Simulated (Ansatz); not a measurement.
# GeAsH (triplet): B2PLYP, RPA-PBE over vertical spin and charge gaps, cc-pVTZ

Aim: run GeAsH (triplet) with these functionals over vertical spin and charge gaps, and hold them against the top wave-function level at the same points.

Program: Ansatz 0.2.0, Gaussian basis. Level of theory: cc-pVTZ, all electrons in the functionals, frozen cores in the correlation of double hybrids and RPA. These are calculated values, not measurements.

Plan: B2PLYP, RPA-PBE, at charge 0, triplet; charge 0, singlet; charge 0, quintet; charge 1, doublet; charge 1, quartet.

6 further runs of the same task are left out: 6 set aside as unsound or not needed. Runs told in other sessions of the task aren't counted.

### 1 The geometry

The geometry is a PBE0/def2-TZVP stationary point (not a proven minimum). No spin-orbit coupling is included. The filled d shell of Ge, As may be among the frozen orbitals whatever the setting's name suggests.

3 atoms, charge 0, spin multiplicity 3.

Atoms are counted from 1 here; the program's logs count them from 0.

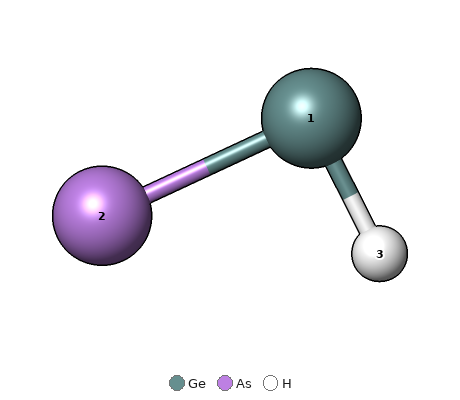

The structure; germanium teal, arsenic purple, hydrogen white; atoms are numbered from 1 in the order of the file.

No dispersion term is added.

The geometry shown and the zero of energy belong to the point charge 0, triplet. The yardstick, UCCSDT(Q), and other wave-function levels (R restricted, U unrestricted, valence and pair active spaces) come from earlier runs.

### 2 B2PLYP, charge 0, triplet

Contents of in.yaml:

```yaml
crystal:
  periodic: [false, false, false]
  atoms:
    - {symbol: Ge, position_ang: [0.000000, -0.036838, 1.224603]}
    - {symbol: As, position_ang: [0.000000, 0.014742, -1.204908]}
    - {symbol: H, position_ang: [0.000000, 1.559010, 1.308135]}
basis:
  gaussian: {orbitals: cc-pVTZ}
magnetization: {spin_polarized: true, initial_magnetization: 2}
hamiltonian: {xc: {name: B2PLYP}}
correlation: {electrons: outside_noble_gas}
```

On the command line:

```console
$ ansatz run in.yaml --threads 1 --pin off --events-out ev --progress --plain --max-ram 3968MiB --backend cpu
```

What it wrote:

```text
Functional definition: B2PLYP
  name "B2PLYP"
  cite "Grimme, J. Chem. Phys. 124, 034108 (2006) doi:10.1063/1.2148954"
  cite "Becke, Phys. Rev. A 38, 3098 (1988) doi:10.1103/PhysRevA.38.3098"
  cite "Lee, Yang & Parr, Phys. Rev. B 37, 785 (1988) doi:10.1103/PhysRevB.37.785"
  parameter a = 0.53
  parameter c = 0.27
  exchange = (1 - a)*b88_x + a*exact_x
  correlation = (1 - c)*lyp_c + c*(mp2_os + mp2_ss)
648 factors; integrals over basis functions are off by at most 1.4e-3 eV
mean field evaluation 1: about -117351.4801 eV, gradient 6.4e0 eV
mean field evaluation 2: about -117351.5206 eV, gradient 6.3e0 eV
mean field evaluation 4: about -117351.9190 eV, gradient 1.4e0 eV
mean field evaluation 8: about -117351.9613 eV, gradient 1.4e-1 eV
mean field evaluation 16: about -117351.9629 eV, gradient 4.4e-3 eV
mean field evaluation 32: about -117351.9436 eV, gradient 4.2e-1 eV
mean field -117351.96285645 eV, -4312.6050909573 hartree, gradient 7.6e-6 eV, S^2 2.008414; 4 other end points of the search recorded, 0 dependent functions left out
28 core orbitals not correlated: weight in the atoms' cores, before any rotation towards them, 0.999 or more for the frozen orbitals, at most 0.000 for the correlated occupied ones
reference -117351.96298314 eV, -4312.6050956130 hartree; 6, 4 occupied and 66, 68 virtual orbitals, 648 factors
second order -6.27353585 eV of doubles, -0.00000000 eV of singles
Total energy: -117353.65683782 eV, -4312.6673436243 hartree
```

Wall time 12 s (1 thread of AMD EPYC 7R13, shared host); peak memory 0.3 GiB.

From the report: ⟨S²⟩ of the determinant 2.008 (pure triplet: 2.00).

### 3 B2PLYP, charge 0, singlet

in.yaml: that of step 2 with these lines changed.

```diff
@@ -8,3 +8,3 @@
   gaussian: {orbitals: cc-pVTZ}
-magnetization: {spin_polarized: true, initial_magnetization: 2}
+magnetization: {spin_polarized: true, initial_magnetization: 0}
 hamiltonian: {xc: {name: B2PLYP}}
```

The command is unchanged.

What it wrote (excerpt; [...] marks lines left out):

```text
Functional definition: B2PLYP
  name "B2PLYP"
  cite "Grimme, J. Chem. Phys. 124, 034108 (2006) doi:10.1063/1.2148954"
  cite "Becke, Phys. Rev. A 38, 3098 (1988) doi:10.1103/PhysRevA.38.3098"
  cite "Lee, Yang & Parr, Phys. Rev. B 37, 785 (1988) doi:10.1103/PhysRevB.37.785"
[...]
648 factors; integrals over basis functions are off by at most 1.4e-3 eV
[...]
mean field -117351.93404633 eV, -4312.6040322047 hartree, gradient 2.8e-6 eV, S^2 0.876160; 11 other end points of the search recorded, 0 dependent functions left out
28 core orbitals not correlated: weight in the atoms' cores, before any rotation towards them, 0.999 or more for the frozen orbitals, at most 0.000 for the correlated occupied ones
reference -117351.93417079 eV, -4312.6040367787 hartree; 5, 5 occupied and 67, 67 virtual orbitals, 648 factors
second order -6.54252700 eV of doubles, -0.00000000 eV of singles
Total energy: -117353.70065308 eV, -4312.6689538055 hartree
```

Run time: 28 s. Hardware: 1 thread of AMD EPYC 7R13, shared host; peak memory 0.3 GiB.

From the report: ⟨S²⟩ of the determinant 0.876 (pure singlet: 0.00). The determinant of B2PLYP (⟨S²⟩ 0.88) is far from a pure spin state, so its energy mixes those of several spin states; that is harmless only where they are near-degenerate.

From charge 0, triplet: -0.044 eV.

### 4 B2PLYP, charge 0, quintet

in.yaml: that of step 3 with these lines changed.

```diff
@@ -8,3 +8,3 @@
   gaussian: {orbitals: cc-pVTZ}
-magnetization: {spin_polarized: true, initial_magnetization: 0}
+magnetization: {spin_polarized: true, initial_magnetization: 4}
 hamiltonian: {xc: {name: B2PLYP}}
```

Launched as before.

What it wrote (excerpt; [...] marks lines left out):

```text
Functional definition: B2PLYP
  name "B2PLYP"
  cite "Grimme, J. Chem. Phys. 124, 034108 (2006) doi:10.1063/1.2148954"
  cite "Becke, Phys. Rev. A 38, 3098 (1988) doi:10.1103/PhysRevA.38.3098"
  cite "Lee, Yang & Parr, Phys. Rev. B 37, 785 (1988) doi:10.1103/PhysRevB.37.785"
[...]
649 factors; integrals over basis functions are off by at most 1.4e-3 eV
[...]
mean field -117350.54740238 eV, -4312.5530739794 hartree, gradient 8.8e-6 eV, S^2 6.014664; 0 other end points of the search recorded, 0 dependent functions left out
28 core orbitals not correlated: weight in the atoms' cores, before any rotation towards them, 0.999 or more for the frozen orbitals, at most 0.000 for the correlated occupied ones
reference -117350.54752729 eV, -4312.5530785699 hartree; 7, 3 occupied and 65, 69 virtual orbitals, 649 factors
second order -5.64242495 eV of doubles, -0.00000000 eV of singles
Total energy: -117352.07098203 eV, -4312.6090644989 hartree
```

Run time: 5.5 s. Hardware: 1 thread of AMD EPYC 7R13, shared host; peak memory 0.26 GiB.

From the report: ⟨S²⟩ of the determinant 6.015 (pure quintet: 6.00).

From charge 0, triplet: +1.586 eV.

### 5 B2PLYP, charge 1, doublet

in.yaml: that of step 4 with these lines changed.

```diff
@@ -8,3 +8,4 @@
   gaussian: {orbitals: cc-pVTZ}
-magnetization: {spin_polarized: true, initial_magnetization: 4}
+total_charge: 1
+magnetization: {spin_polarized: true, initial_magnetization: 1}
 hamiltonian: {xc: {name: B2PLYP}}
```

The command is unchanged.

What it wrote (excerpt; [...] marks lines left out):

```text
Functional definition: B2PLYP
  name "B2PLYP"
  cite "Grimme, J. Chem. Phys. 124, 034108 (2006) doi:10.1063/1.2148954"
  cite "Becke, Phys. Rev. A 38, 3098 (1988) doi:10.1103/PhysRevA.38.3098"
  cite "Lee, Yang & Parr, Phys. Rev. B 37, 785 (1988) doi:10.1103/PhysRevB.37.785"
[...]
648 factors; integrals over basis functions are off by at most 1.4e-3 eV
[...]
mean field -117343.90313370 eV, -4312.3089016092 hartree, gradient 3.0e-6 eV, S^2 1.372583; 10 other end points of the search recorded, 0 dependent functions left out
28 core orbitals not correlated: weight in the atoms' cores, before any rotation towards them, 0.999 or more for the frozen orbitals, at most 0.000 for the correlated occupied ones
reference -117343.90325812 eV, -4312.3089061815 hartree; 5, 4 occupied and 67, 68 virtual orbitals, 648 factors
second order -5.62467499 eV of doubles, -0.00000000 eV of singles
Total energy: -117345.42192036 eV, -4312.3647159897 hartree
```

It took 34 s on 1 thread of AMD EPYC 7R13, shared host; peak memory 0.3 GiB.

From the report: ⟨S²⟩ of the determinant 1.373 (pure doublet: 0.75). The determinant of B2PLYP (⟨S²⟩ 1.37) is far from a pure spin state, so its energy mixes those of several spin states; that is harmless only where they are near-degenerate.

From charge 0, triplet: +8.235 eV.

### 6 B2PLYP, charge 1, quartet

in.yaml: that of step 5 with these lines changed.

```diff
@@ -9,3 +9,3 @@
 total_charge: 1
-magnetization: {spin_polarized: true, initial_magnetization: 1}
+magnetization: {spin_polarized: true, initial_magnetization: 3}
 hamiltonian: {xc: {name: B2PLYP}}
```

The command is unchanged.

What it wrote (excerpt; [...] marks lines left out):

```text
Functional definition: B2PLYP
  name "B2PLYP"
  cite "Grimme, J. Chem. Phys. 124, 034108 (2006) doi:10.1063/1.2148954"
  cite "Becke, Phys. Rev. A 38, 3098 (1988) doi:10.1103/PhysRevA.38.3098"
  cite "Lee, Yang & Parr, Phys. Rev. B 37, 785 (1988) doi:10.1103/PhysRevB.37.785"
[...]
648 factors; integrals over basis functions are off by at most 1.4e-3 eV
[...]
mean field -117343.80637573 eV, -4312.3053458195 hartree, gradient 7.6e-6 eV, S^2 3.768348; 0 other end points of the search recorded, 0 dependent functions left out
28 core orbitals not correlated: weight in the atoms' cores, before any rotation towards them, 0.999 or more for the frozen orbitals, at most 0.000 for the correlated occupied ones
reference -117343.80650104 eV, -4312.3053504243 hartree; 6, 3 occupied and 66, 69 virtual orbitals, 648 factors
second order -5.31992476 eV of doubles, -0.00000000 eV of singles
Total energy: -117345.24288072 eV, -4312.3581364041 hartree
```

Run time: 5.5 s. Hardware: 1 thread of AMD EPYC 7R13, shared host; peak memory 0.26 GiB.

From the report: ⟨S²⟩ of the determinant 3.768 (pure quartet: 3.75).

From charge 0, triplet: +8.414 eV.

### 7 RPA-PBE, charge 0, triplet

Contents of in.yaml:

```yaml
crystal:
  periodic: [false, false, false]
  atoms:
    - {symbol: Ge, position_ang: [0.000000, -0.036838, 1.224603]}
    - {symbol: As, position_ang: [0.000000, 0.014742, -1.204908]}
    - {symbol: H, position_ang: [0.000000, 1.559010, 1.308135]}
basis:
  gaussian: {orbitals: cc-pVTZ}
magnetization: {spin_polarized: true, initial_magnetization: 2}
hamiltonian: {xc: {name: PBE}}
correlation: {method: rpa, electrons: outside_noble_gas}
```

Launched as before.

What it wrote (excerpt; [...] marks lines left out):

```text
Functional definition: PBE
  name "PBE"
  cite "Perdew, Burke & Ernzerhof, Phys. Rev. Lett. 77, 3865 (1996) doi:10.1103/PhysRevLett.77.3865"
  parent pbe
[...]
648 factors; integrals over basis functions are off by at most 1.4e-3 eV
[...]
mean field -117358.42408963 eV, -4312.8425368971 hartree, gradient 1.3e-6 eV, S^2 2.004196; 13 other end points of the search recorded, 0 dependent functions left out
28 core orbitals not correlated: weight in the atoms' cores, before any rotation towards them, 0.999 or more for the frozen orbitals, at most 0.000 for the correlated occupied ones
reference -117285.18412290 eV, -4310.1510177634 hartree; 6, 4 occupied and 66, 68 virtual orbitals, 648 factors
Total energy: -117295.39485341 eV, -4310.5262551888 hartree
```

Run time: 21 s. Hardware: 1 thread of AMD EPYC 7R13, shared host.

From the report: ⟨S²⟩ of the determinant 2.004 (pure triplet: 2.00).

### 8 RPA-PBE, charge 0, singlet

in.yaml: that of step 7 with these lines changed.

```diff
@@ -8,3 +8,3 @@
   gaussian: {orbitals: cc-pVTZ}
-magnetization: {spin_polarized: true, initial_magnetization: 2}
+magnetization: {spin_polarized: true, initial_magnetization: 0}
 hamiltonian: {xc: {name: PBE}}
```

The command is unchanged.

What it wrote (excerpt; [...] marks lines left out):

```text
Functional definition: PBE
  name "PBE"
  cite "Perdew, Burke & Ernzerhof, Phys. Rev. Lett. 77, 3865 (1996) doi:10.1103/PhysRevLett.77.3865"
  parent pbe
[...]
648 factors; integrals over basis functions are off by at most 1.4e-3 eV
[...]
mean field -117358.62439182 eV, -4312.8498978666 hartree, gradient 7.2e-6 eV, S^2 0.421234; 19 other end points of the search recorded, 0 dependent functions left out
28 core orbitals not correlated: weight in the atoms' cores, before any rotation towards them, 0.999 or more for the frozen orbitals, at most 0.000 for the correlated occupied ones
reference -117284.43366558 eV, -4310.1234389658 hartree; 5, 5 occupied and 67, 67 virtual orbitals, 648 factors
Total energy: -117295.56974531 eV, -4310.5326823476 hartree
```

Run time: 36 s. Hardware: 1 thread of AMD EPYC 7R13, shared host.

From the report: ⟨S²⟩ of the determinant 0.421 (pure singlet: 0.00).

From charge 0, triplet: -0.175 eV.

### 9 RPA-PBE, charge 0, quintet

in.yaml: that of step 8 with these lines changed.

```diff
@@ -8,3 +8,3 @@
   gaussian: {orbitals: cc-pVTZ}
-magnetization: {spin_polarized: true, initial_magnetization: 0}
+magnetization: {spin_polarized: true, initial_magnetization: 4}
 hamiltonian: {xc: {name: PBE}}
```

Launched as before.

What it wrote (excerpt; [...] marks lines left out):

```text
Functional definition: PBE
  name "PBE"
  cite "Perdew, Burke & Ernzerhof, Phys. Rev. Lett. 77, 3865 (1996) doi:10.1103/PhysRevLett.77.3865"
  parent pbe
[...]
649 factors; integrals over basis functions are off by at most 1.4e-3 eV
[...]
mean field -117356.82041772 eV, -4312.7836030414 hartree, gradient 3.1e-6 eV, S^2 6.004524; 1 other end points of the search recorded, 0 dependent functions left out
28 core orbitals not correlated: weight in the atoms' cores, before any rotation towards them, 0.999 or more for the frozen orbitals, at most 0.000 for the correlated occupied ones
reference -117284.49245036 eV, -4310.1255992664 hartree; 7, 3 occupied and 65, 69 virtual orbitals, 649 factors
Total energy: -117293.86688761 eV, -4310.4701034812 hartree
```

Wall time 4.6 s (1 thread of AMD EPYC 7R13, shared host).

From the report: ⟨S²⟩ of the determinant 6.005 (pure quintet: 6.00).

From charge 0, triplet: +1.528 eV.

### 10 RPA-PBE, charge 1, doublet

in.yaml: that of step 9 with these lines changed.

```diff
@@ -8,3 +8,4 @@
   gaussian: {orbitals: cc-pVTZ}
-magnetization: {spin_polarized: true, initial_magnetization: 4}
+total_charge: 1
+magnetization: {spin_polarized: true, initial_magnetization: 1}
 hamiltonian: {xc: {name: PBE}}
```

The command is unchanged.

What it wrote (excerpt; [...] marks lines left out):

```text
Functional definition: PBE
  name "PBE"
  cite "Perdew, Burke & Ernzerhof, Phys. Rev. Lett. 77, 3865 (1996) doi:10.1103/PhysRevLett.77.3865"
  parent pbe
[...]
648 factors; integrals over basis functions are off by at most 1.4e-3 eV
[...]
mean field -117350.29547132 eV, -4312.5438156838 hartree, gradient 9.9e-7 eV, S^2 1.000526; 11 other end points of the search recorded, 0 dependent functions left out
28 core orbitals not correlated: weight in the atoms' cores, before any rotation towards them, 0.999 or more for the frozen orbitals, at most 0.000 for the correlated occupied ones
reference -117277.15358499 eV, -4309.8559009386 hartree; 5, 4 occupied and 67, 68 virtual orbitals, 648 factors
Total energy: -117287.07373647 eV, -4310.2204597812 hartree
```

Wall time 22 s (1 thread of AMD EPYC 7R13, shared host).

From the report: ⟨S²⟩ of the determinant 1.001 (pure doublet: 0.75).

From charge 0, triplet: +8.321 eV.

### 11 RPA-PBE, charge 1, quartet

in.yaml: that of step 10 with these lines changed.

```diff
@@ -9,3 +9,3 @@
 total_charge: 1
-magnetization: {spin_polarized: true, initial_magnetization: 1}
+magnetization: {spin_polarized: true, initial_magnetization: 3}
 hamiltonian: {xc: {name: PBE}}
```

Launched as before.

What it wrote (excerpt; [...] marks lines left out):

```text
Functional definition: PBE
  name "PBE"
  cite "Perdew, Burke & Ernzerhof, Phys. Rev. Lett. 77, 3865 (1996) doi:10.1103/PhysRevLett.77.3865"
  parent pbe
[...]
648 factors; integrals over basis functions are off by at most 1.4e-3 eV
[...]
mean field -117349.97034070 eV, -4312.5318673541 hartree, gradient 4.0e-6 eV, S^2 3.754280; 4 other end points of the search recorded, 0 dependent functions left out
28 core orbitals not correlated: weight in the atoms' cores, before any rotation towards them, 0.999 or more for the frozen orbitals, at most 0.000 for the correlated occupied ones
reference -117277.74046295 eV, -4309.8774683058 hartree; 6, 3 occupied and 66, 69 virtual orbitals, 648 factors
Total energy: -117286.79002594 eV, -4310.2100336116 hartree
```

Wall time 8 s (1 thread of AMD EPYC 7R13, shared host).

From the report: ⟨S²⟩ of the determinant 3.754 (pure quartet: 3.75).

From charge 0, triplet: +8.605 eV.

### 12 The comparison

The yardstick is UCCSDT(Q), where the cluster series has nearly closed. It comes from earlier runs at the same points. Energies in eV, counted from charge 0, triplet; blanks weren't run or aren't comparable.

```csv
level,triplet to singlet,triplet to quintet,ionisation to the doublet cation,ionisation to the quartet cation
UCCSDT(Q),,,,8.366
B2PLYP,-0.044,1.586,8.235,8.414
RPA-PBE,-0.175,1.528,8.321,8.605
```

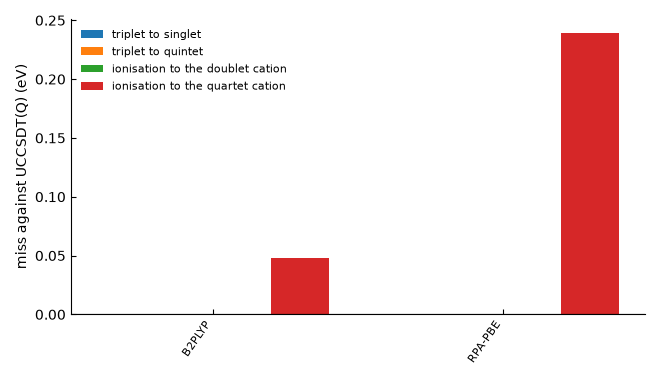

Misses of the gaps against UCCSDT(Q).

Largest miss and mean time a point (UCCSDT(Q) took 13 s a point; shared hosts):

| level | largest miss (eV) | where | time a point |
| --- | --- | --- | --- |
| B2PLYP | +0.048 | ionisation to the quartet cation | 17 s |
| RPA-PBE | +0.239 | ionisation to the quartet cation | 18 s |

### 13 Outcome

```
                                   quantity                                         value
ionisation to the quartet cation, UCCSDT(Q)                                      8.366 eV
                       largest miss, B2PLYP  +0.048 eV (ionisation to the quartet cation)
                      largest miss, RPA-PBE  +0.239 eV (ionisation to the quartet cation)
```

Misses are known at 1 of 4 points at best, and only functionals with that many are ranked. Of the functionals, B2PLYP keep the smallest largest miss at the points compared (at most 0.048 eV) and RPA-PBE strays most (0.239 eV, at ionisation to the quartet cation). B2PLYP, RPA-PBE clearly break the spin symmetry at some points (⟨S²⟩ up to 0.88 above the pure value), so energy there is bought with a mixed spin. Functionals and the yardstick converge differently with the basis, so part of each miss in cc-pVTZ is the basis.
